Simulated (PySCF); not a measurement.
# C3H9NOSi: what the fields show

```xyz
15

N     2.2858   -0.0959   -0.6262
Si    1.0316   -0.2509    0.5455
C    -0.2553    1.1465    0.4362
C    -1.3301    0.4855   -0.4271
C    -1.3099   -1.0063   -0.0945
O     0.0230   -1.4341    0.0345
H     3.0721    0.4884   -0.3970
H     2.6080   -0.9485   -1.0566
H     1.4460   -0.5472    1.9203
H    -0.6567    1.3826    1.4214
H     0.0875    2.0762   -0.0092
H    -2.3249    0.9039   -0.2679
H    -1.0661    0.6063   -1.4787
H    -1.7837   -1.6077   -0.8754
H    -1.8317   -1.1908    0.8525
```

Geometry: GFN2-xTB.

These are results of PBE0/pcSseg-1, SCF density, gas phase, non-relativistic in PySCF 2.14.0, not measurements.

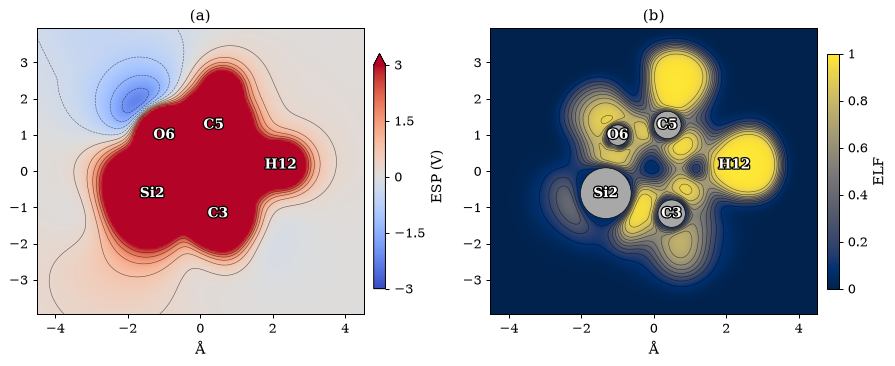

Figure 1. (a) molecular electrostatic potential; (b) ELF on the plane of atoms C3, Si2 and O6. Grey discs cover the atomic cores in the ELF map.

Describe what can be read from this map.

Answer.
- The section cuts through Si, C, O and H sites.
- C–O (1.41 Å): the ELF peaks at about 0.85 between the atoms (a polar covalent bond).
- Si–O (1.64 Å): the ELF peaks at about 0.85 between the atoms (a shared but strongly polarised pair).
- C–Si (1.90 Å): the ELF peaks at about 0.95 between the atoms, as expected for a shared electron pair.
- The ELF also peaks beside O6, away from the bonds: lone-pair regions.
- Outside the dense part of the molecule the potential is most negative (−2.2 V) near O6.

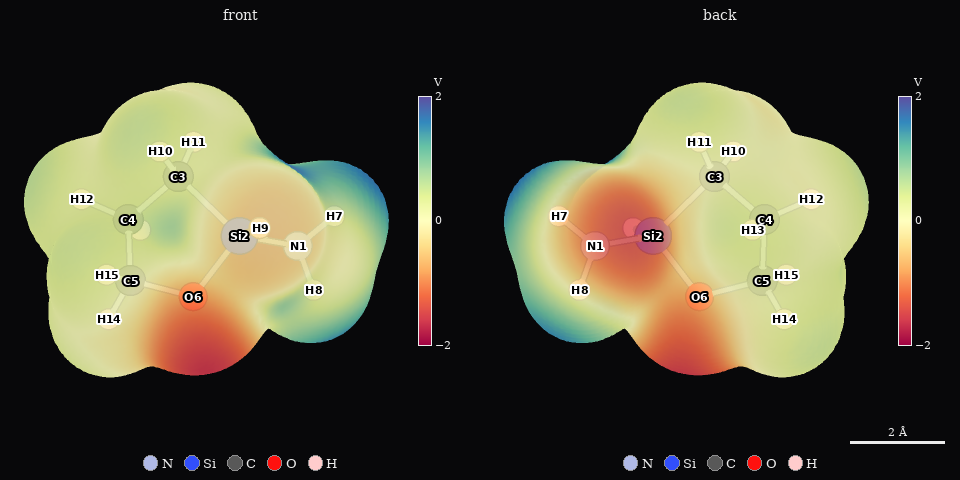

Figure 2. The electrostatic potential painted on the density surface at 0.002 e/bohr³, seen from the front and from behind; red is negative and blue positive.

Which sites attract a positive test charge, and which a negative one?

Answer. A positive charge is drawn to the negative regions and a negative charge to the positive ones. The most negative region (about −1.6 V, or −37 kcal/mol for a unit charge) lies over O6, the most positive (about +1.7 V, or +39 kcal/mol for a unit charge) over Si2 and H7. O6 is the likeliest acceptor of a hydrogen bond.
